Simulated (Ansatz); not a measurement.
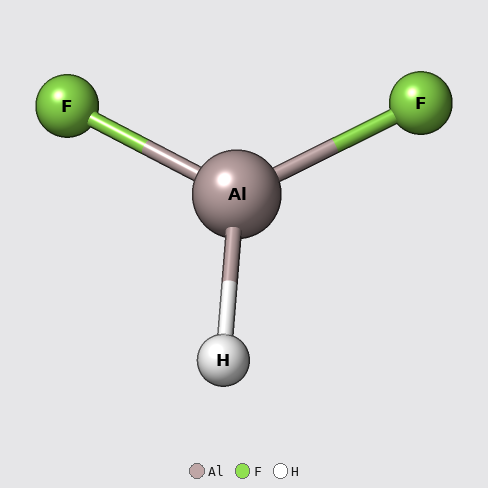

Harmonic vibrations computed with RKS PBE0-D4/def2-TZVP (Ansatz 0.2.0) at a stationary point of the same level.

> How many imaginary frequencies does it have?

A minimum: no imaginary frequency, and the lowest mode lies at 261 cm⁻¹.

> How many vibrational modes are there, and where do they lie?

6 modes: 261, 491, 651, 783, 932, 2034 cm⁻¹.
